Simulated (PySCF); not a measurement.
# C3H6NSi: EPR calculation

System: C3H6NSi, multiplicity 2, SMILES [CH]1N=CC[SiH2]1.
Method: UKS B3LYP, pcH-1 on C H N Si, non-relativistic, mean-field spin-orbit, GIAO (PySCF 2.14.0).

It belongs to a series of runs on one base structure; here: H removed from sp3 C.

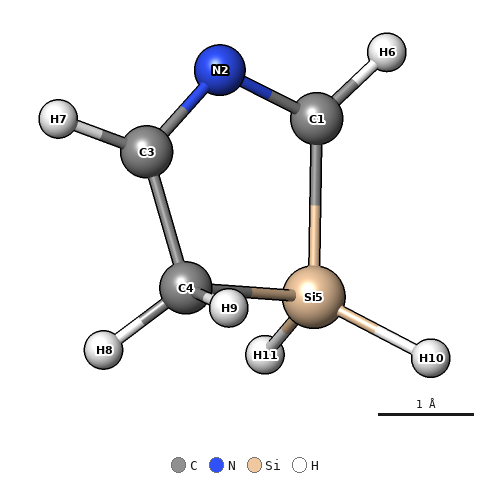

**Figure 1.** The structure (ball-and-stick view, seen at a tilt; atoms are numbered from 1 in the order of the input). Bond lengths as drawn: C–C 1.49 Å, C–H 1.08 to 1.09 Å, C–N 1.30 to 1.33 Å, C–Si 1.88 to 1.92 Å and H–Si 1.46 to 1.47 Å.

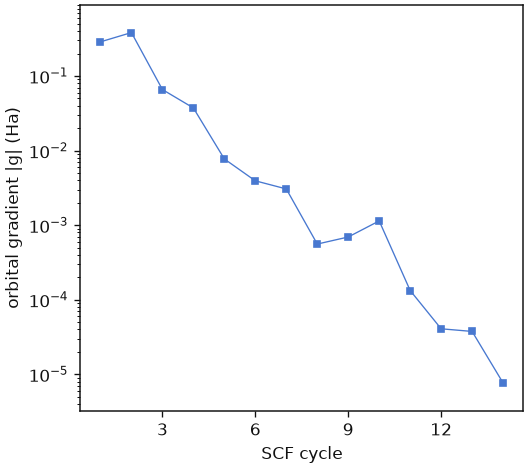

**Figure 2.** Convergence of the self-consistent field: orbital gradient |g| against the SCF cycle. All cycles printed in the log are drawn one after another.

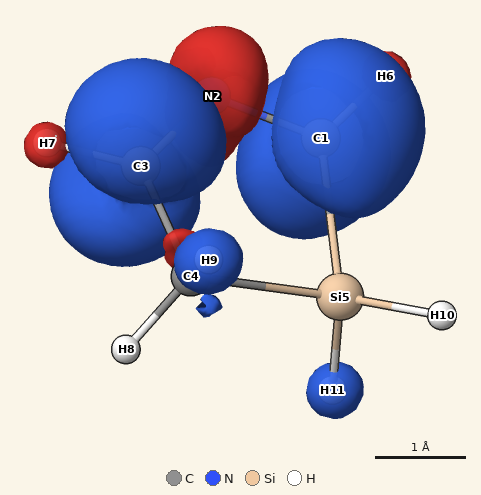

**Figure 3.** Isosurfaces of the spin density (α minus β) at +0.02 (blue) and −0.02 e/Å³ (red), seen at a tilt. The unpaired spin (1 electron) lies mostly on C1 (about 0.4) and C3 (about 0.4), in electrons by Hirshfeld's partition.

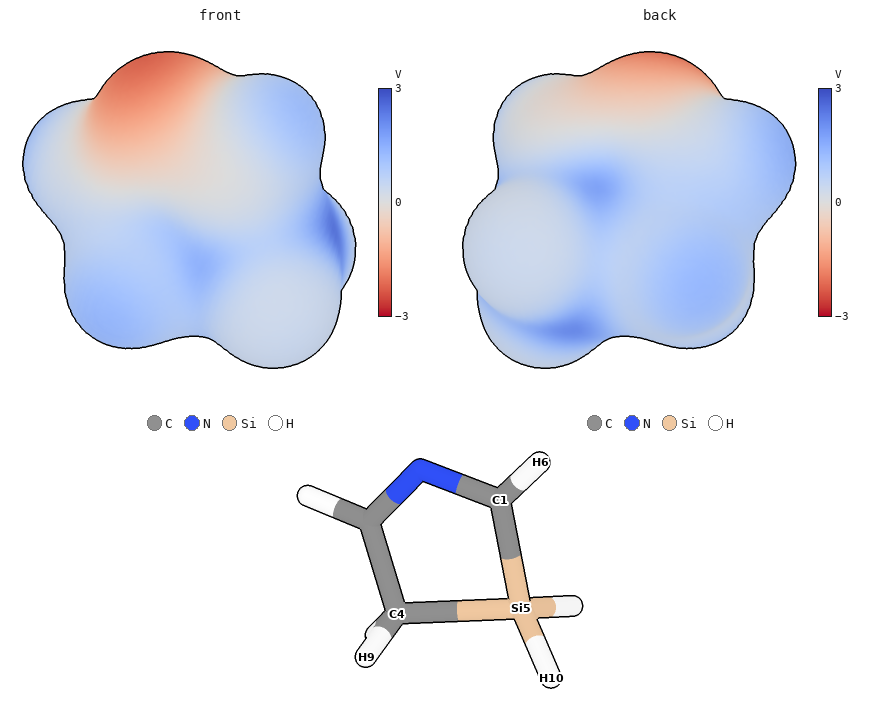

**Figure 4.** The molecular electrostatic potential painted on the density surface at 0.004 e/bohr³, seen at a tilt and from behind; the colour scale runs from red (negative) to blue (positive). The bare structure is drawn below in the same view. A positive charge is drawn to the negative regions and a negative charge to the positive ones.

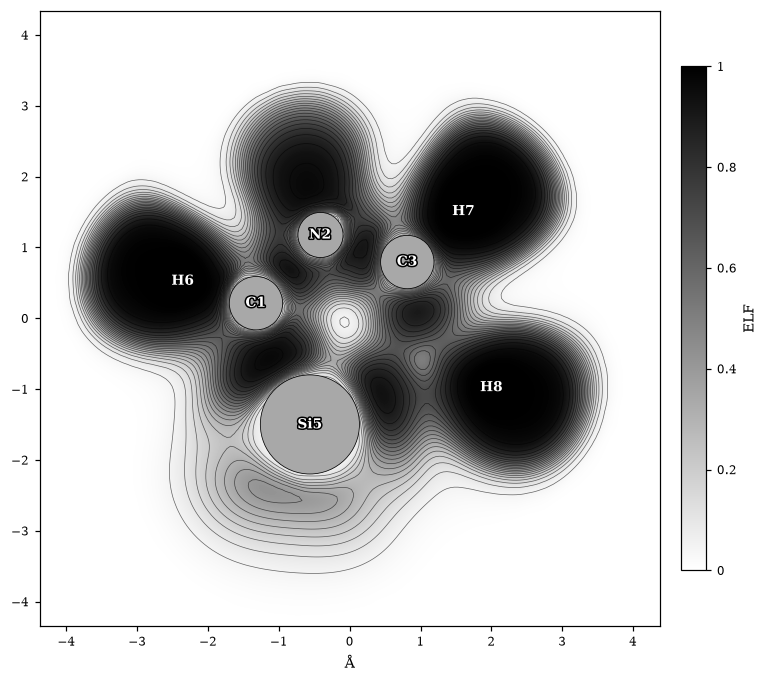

**Figure 5.** Electron localisation function on the plane of atoms N2, C1 and H6. Grey discs, where drawn, cover atomic cores. The section cuts through C, N, Si and H sites. C–N (1.30 Å): the ELF peaks at about 0.90 between the atoms (a multiple bond by its length, whose ELF region spreads away from the axis). C–Si (1.88 Å): the ELF peaks at about 0.95 between the atoms, which marks localised, shared-pair bonding.

The input and output of the run follow.

**Input file**
```
{"job": {"kind": "epr", "basis": "pcH-1"}, "charge": 0, "multiplicity": 2}
C      0.430287    -0.066472     1.450842
N     -0.858499     0.234439     1.373957
C     -1.342232     0.343422     0.173374
C     -0.506049    -0.068371    -0.991537
Si     1.261859    -0.109521    -0.233239
H      0.809733    -0.318554     2.427993
H     -2.336776     0.743697     0.050628
H     -0.681046     0.589209    -1.841527
H     -0.791275    -1.074055    -1.309860
H      1.978423    -1.349236    -0.531365
H      2.040998     1.078113    -0.595229
```

The first line tells a small driver script what to run in PySCF; the rest is the geometry in Å.

Launched with:
```bash
OMP_NUM_THREADS=1 python <driver script> task.json out
```

**Log**
```
UKS, coarse grid
  cycle   1  E = -462.09159929  |g| = 2.87e-01
  cycle   2  E = -462.06114265  |g| = 3.82e-01
  cycle   3  E = -462.13082762  |g| = 6.58e-02
  cycle   4  E = -462.13216335  |g| = 3.73e-02
  cycle   5  E = -462.13284910  |g| = 7.72e-03
  cycle   6  E = -462.13291270  |g| = 3.93e-03
  cycle   7  E = -462.13292721  |g| = 3.06e-03
  cycle   8  E = -462.13293381  |g| = 5.58e-04
UKS, final grid
  cycle   1  E = -462.13293671  |g| = 6.94e-04
  cycle   2  E = -462.13293630  |g| = 1.14e-03
  cycle   3  E = -462.13293699  |g| = 1.33e-04
  cycle   4  E = -462.13293700  |g| = 4.08e-05
  cycle   5  E = -462.13293700  |g| = 3.76e-05
  cycle   6  E = -462.13293700  |g| = 7.66e-06
E = -462.13293700 Eh   <S^2> = 0.7698 (exact 0.7500)
g shifts (ppm)      1          2          3
  rmc          -131       -131       -131
  gc             36         28        -17
  oz_so         -32        177        521
  total        -127         74        372
hyperfine (MHz)  atom isotope    a_iso     a_fc   dipolar eigenvalues
    0   13C      65.46      65.53    -53.11    -50.63    103.74
    1   14N      -5.69      -5.68    -13.01      5.96      7.04
    2   13C      57.78      57.85    -47.34    -44.80     92.15
    3   13C     -15.12     -15.12     -1.82     -0.59      2.41
    4  29Si      26.18      26.21     -3.66      0.98      2.68
    5    1H     -42.95     -42.96    -25.49     -0.76     26.26
    6    1H     -38.95     -38.95    -22.34     -1.33     23.67
    7    1H      15.65      15.65     -3.81     -1.33      5.14
    8    1H      63.96      63.96     -3.55     -2.28      5.83
    9    1H      18.84      18.84     -2.63     -1.18      3.82
   10    1H      47.24      47.24     -1.88     -1.73      3.61
```

**Key numbers**

| quantity | value |
| --- | --- |
| outcome | converged |
| total energy | −462.132937 hartree |
| ⟨S²⟩ | 0.770 |
| isotropic g | 2.0024 |
| hardware | 1 CPU thread, shared host |
| wall time | 28 s |
| peak memory | 0.77 GiB |
